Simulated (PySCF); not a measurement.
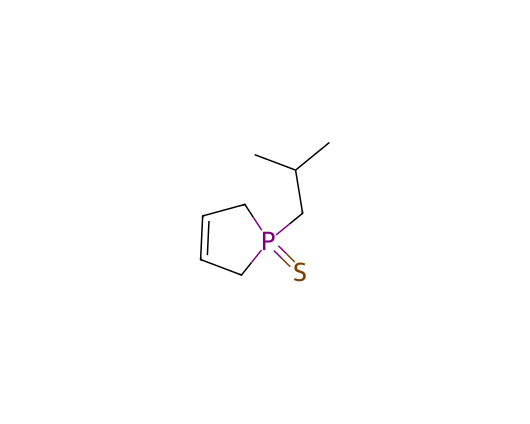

2D structure.

Give its SMILES.

CC(C)CP1(=S)CC=CC1

What is the molecular formula?

C8H15PS.

An optimisation with PBE0-D3(BJ)/def2-SVP gave a structure of which point group?

C1. Other conformers may differ.

The parts below concern this one geometry. Atoms keep their numbers from picture to picture. Computed geometry: PBE0-D3(BJ)/def2-SVP optimisation. No frequency run is at hand to confirm it as a minimum.

## Levels of theory compared

No frequency run is at hand to confirm it as a minimum. Program: PySCF 2.14.0.

Tabulate HOMO energy (eV) at these levels: HF/pcSseg-1; PBE0/pcSseg-1; PBE0/pcSseg-1 in acetone (IEF-PCM); PBE0/pcSseg-1 in dimethylsulfoxide (IEF-PCM).

| level | HOMO energy (eV) |
| --- | --- |
| HF/pcSseg-1 | −8.85 |
| PBE0/pcSseg-1 | −6.35 |
| PBE0/pcSseg-1 in acetone (IEF-PCM) | −6.75 |
| PBE0/pcSseg-1 in dimethylsulfoxide (IEF-PCM) | −6.77 |

## Ring current

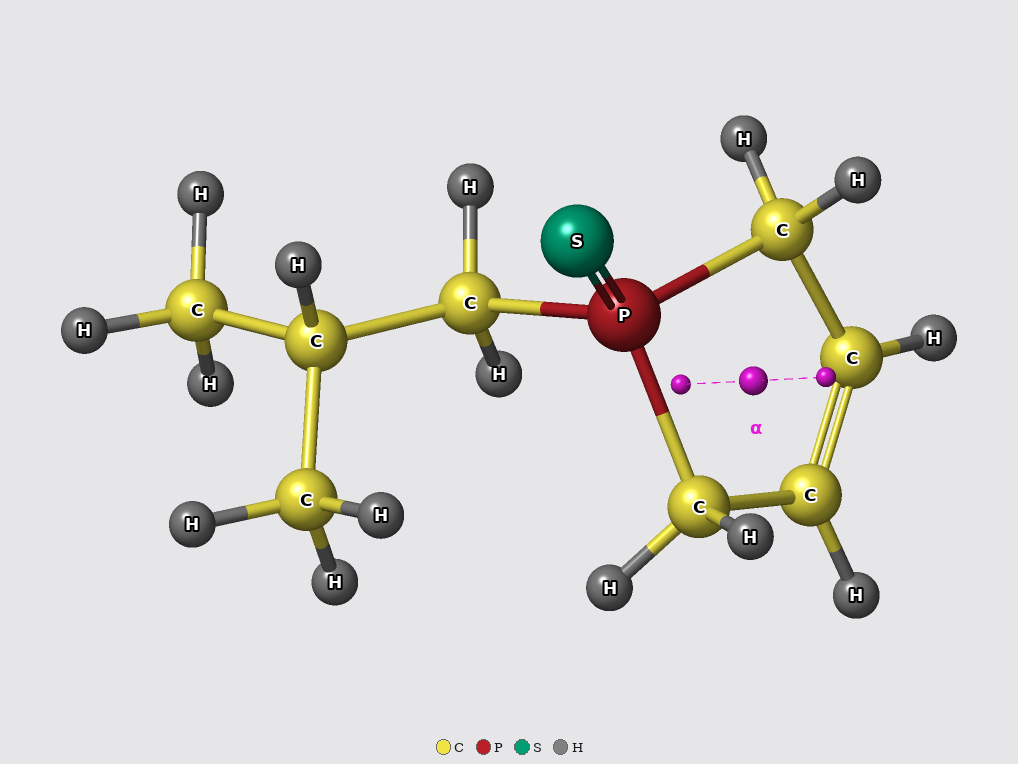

The small points mark where nucleus-independent chemical shifts (NICS) were computed: at the centre of each lettered ring and 1 Å above and below it. No frequency run is at hand to confirm it as a minimum. Method: GIAO PBE0/pcSseg-1 NMR shielding, non-relativistic, gas phase (PySCF 2.14.0).

Give NICS(0), NICS(1) and the out-of-plane component NICS(1)zz for each ring (means of the two sides).

```csv
ring,members,NICS(0),NICS(1),NICS(1)zz
α,C4P,−2.6,−3.1,−2.0
```

Values in ppm.

What do the values say about the ring currents?

Ring α: weak, as in a non-aromatic ring. NICS is one index among several.

## NMR shielding

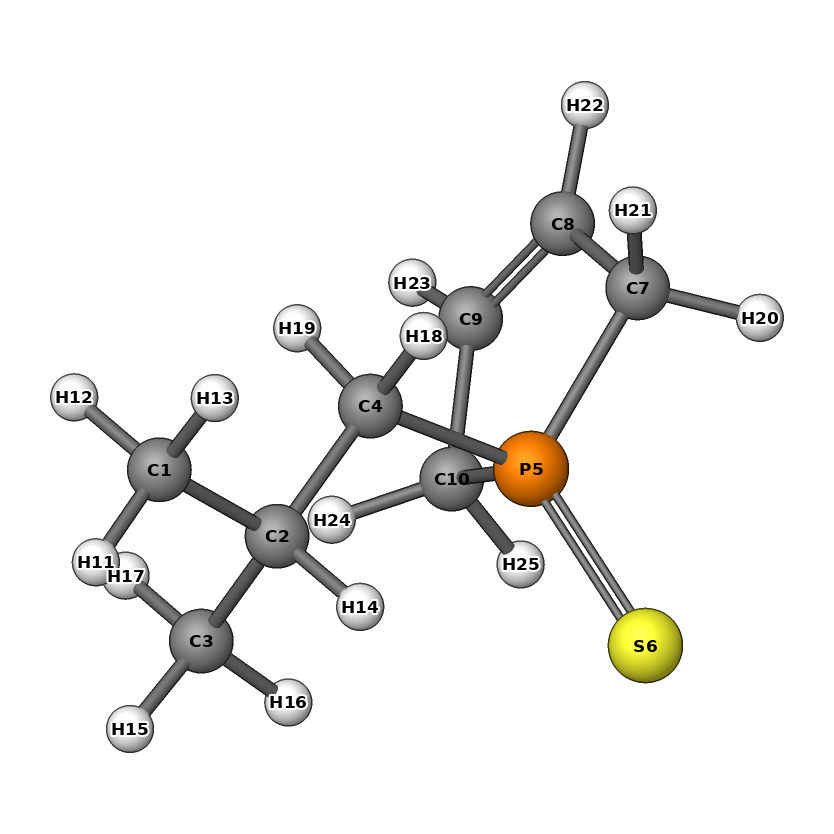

The questions are on isotropic NMR shieldings of the H atoms. No frequency run is at hand to confirm it as a minimum. Level of theory: GIAO HF/pcSseg-1 NMR shielding, non-relativistic, gas phase (PySCF 2.14.0).

List the isotropic NMR shieldings of the H atoms.

```tsv
atom	σ (ppm)
H11	30.50
H12	30.94
H13	30.67
H14	29.71
H15	30.67
H16	30.22
H17	31.45
H18	30.86
H19	30.77
H20	29.32
H21	29.78
H22	25.71
H23	25.78
H24	29.51
H25	29.46
```
